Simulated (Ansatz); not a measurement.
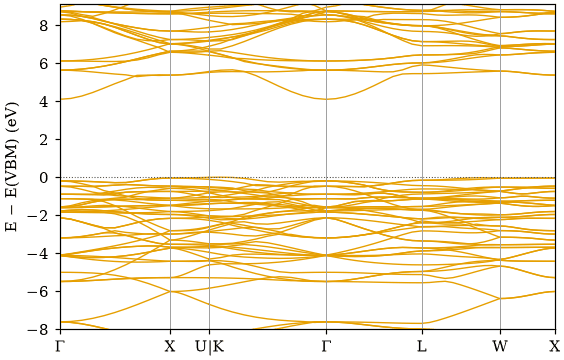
Band structure from r²SCAN (plane waves, PAW; program Ansatz)

### Question
Read off the gap and where the band edges lie.

### Answer
About 4.1 eV (4.10 eV by a search for the band edges); maximum on the K–Γ line, 10 % of the way from K, minimum at Γ.

### Question
Which compound is it?
A. C, Fd-3m (C on 8b, C on 32e)
B. CaO, zinc blende
C. Li2O, anti-fluorite
D. Y2Ge2O7, Fd-3m (Y on 16d, Ge on 16c, O on 48f, O on 8b)

### Answer
D, Y2Ge2O7, Fd-3m (Y on 16d, Ge on 16c, O on 48f, O on 8b)

The workflow started from a Materials Project entry (that database holds measured and hypothetical structures alike); the Crystallography Open Database copy checked does not list it. COD files the formula under space group No. 92, 96. Whether it is the stable phase at ambient conditions was not checked. The cell was relaxed with r²SCAN under the symmetry of its start; its stability against distortions is not shown here. No spin polarisation was allowed. Scalar-relativistic: spin–orbit coupling is off unless named, which matters more the heavier the elements.

Potentials: the later of the program's two PAW sets.
